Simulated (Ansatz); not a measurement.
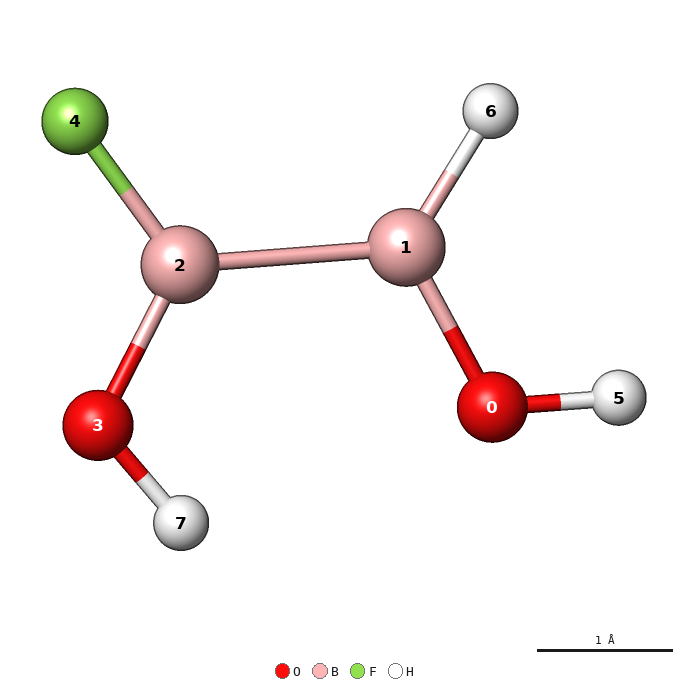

The picture shows the input geometry. Atoms are numbered from 0, in the order of the input.

Ansatz 0.2.0 input:

```yaml
crystal:
  periodic: [false, false, false]
  atoms:
    - {symbol: O, position_ang: [-1.059492, 0.816742, 0.646769]}
    - {symbol: B, position_ang: [0.165002, 0.805165, 0.060269]}
    - {symbol: B, position_ang: [0.686985, -0.752482, -0.460050]}
    - {symbol: O, position_ang: [-0.073697, -1.856527, -0.284833]}
    - {symbol: F, position_ang: [1.860356, -0.946867, -1.058239]}
    - {symbol: H, position_ang: [-1.352030, 1.685028, 0.937636]}
    - {symbol: H, position_ang: [0.770092, 1.839045, -0.048318]}
    - {symbol: H, position_ang: [-0.905018, -1.647304, 0.150964]}
basis:
  gaussian: {orbitals: def2-mTZVPP}
hamiltonian: {xc: {name: CAM-B3LYP}, dispersion: d3bjatm}
```

Command:

```sh
ansatz run in.yaml --threads 2 --pin off --events-out ev --progress --plain --max-ram 4352MiB
```

Result:

```
Functional definition: CAM-B3LYP
  name "CAM-B3LYP"
  cite "Yanai, Tew & Handy, Chem. Phys. Lett. 393, 51 (2004) doi:10.1016/j.cplett.2004.06.011"
  cite "Iikura, Tsuneda, Yanai & Hirao, J. Chem. Phys. 115, 3540 (2001) doi:10.1063/1.1383587"
  cite "Becke, Phys. Rev. A 38, 3098 (1988) doi:10.1103/PhysRevA.38.3098"
  cite "Lee, Yang & Parr, Phys. Rev. B 37, 785 (1988) doi:10.1103/PhysRevB.37.785"
  cite "Vosko, Wilk & Nusair, Can. J. Phys. 58, 1200 (1980) doi:10.1139/p80-159"
  parameter alpha = 0.19
  parameter beta = 0.46
  parameter omega = 0.33/bohr
  parameter ac = 0.81
  # Exact exchange under (alpha + beta erf(omega r))/r, Becke's under what is left of 1/r.
  exchange = (1 - alpha - beta)*b88_x + beta*b88_x_sr(omega) + alpha*exact_x + beta*exact_x_lr(omega)
  correlation = (1 - ac)*vwn5_c + ac*lyp_c
976 factors; their error is unknown
332 factors; integrals over basis functions are off by at most 1.6e-5 eV
mean field evaluation 1: about -8210.0496 eV, gradient 6.7e1 eV
mean field evaluation 2: about -8205.3974 eV, gradient 8.8e1 eV
mean field evaluation 4: about -8216.9185 eV, gradient 2.8e0 eV
mean field evaluation 8: about -8216.9299 eV, gradient 2.0e-2 eV
mean field evaluation 16: about -8216.9396 eV, gradient 1.4e-5 eV
mean field -8216.93957846 eV, -301.9669598666 hartree, gradient 1.4e-5 eV, S^2 0.000000; 0 other end points of the search recorded, 0 dependent functions left out
reference -8216.93969430 eV, -301.9669641237 hartree; 19, 19 occupied and 106, 106 virtual orbitals, 976 factors
Total energy: -8217.02278148 eV, -301.9700175213 hartree
```

The calculation finished and met its thresholds.
